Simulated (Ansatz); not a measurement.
**Ligand exchange: C3H9BS + BH2(SeH) → B(CH3)2(SH) + Se(BH2)(CH3)**

Species: C3H9BS `CSB(C)C`, singlet; BH2(SeH), singlet; B(CH3)2(SH), singlet; Se(BH2)(CH3), singlet. The partners trade CH3 for H: S–CH3 and Se–H bonds give way to S–H and Se–CH3.

Shapes, held fixed at every level: PBE0-D4/def2-TZVP. Programs: Ansatz 0.2.0. The zero-point and thermal change to 298 K, harmonic and unscaled (PBE0-D4/def2-TZVP), is +0.9 kJ/mol.

```tsv
level	kind	ΔH(298 K) (kJ/mol)	less CCSD(T)/def2-TZVPP
HF/def2-SVP	Hartree–Fock	-7.8	+3.5
r2SCAN-D4/def2-TZVPP	meta-GGA	-7.9	+3.4
wB97M-V/def2-TZVPP	range-separated hybrid	-7.8	+3.5
B2PLYP/def2-TZVPP	double hybrid	-10.8	+0.5
CCSD(T)/def2-SVP	coupled cluster or CI	-6.0	+5.3
CCSD/def2-SVP	coupled cluster or CI	-6.0	+5.3
CCSD/def2-TZVPP	coupled cluster or CI	-11.3	0.0
CCSD(T)/def2-TZVPP	coupled cluster or CI	-11.3	0.0
```

The highest level, CCSD(T)/def2-TZVPP, gives ΔH(298 K) = -11.3 kJ/mol; the levels span -11.3 to -6.0. The column of differences is taken from that level and isn't an error. No measured value is set beside it here. Relativity is left out for Se unless named. Correlated rows may include outer-core shells of Se, which these sets cover unevenly.

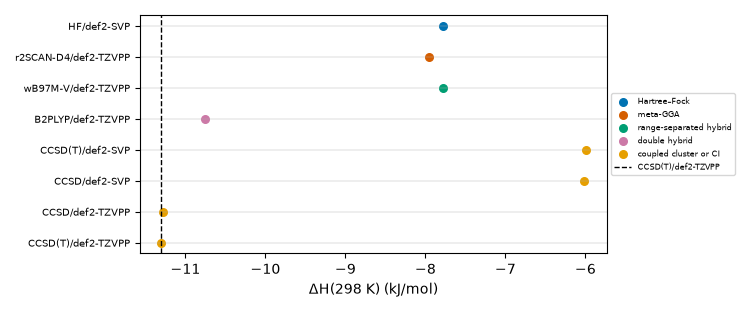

The values of the table, level by level.
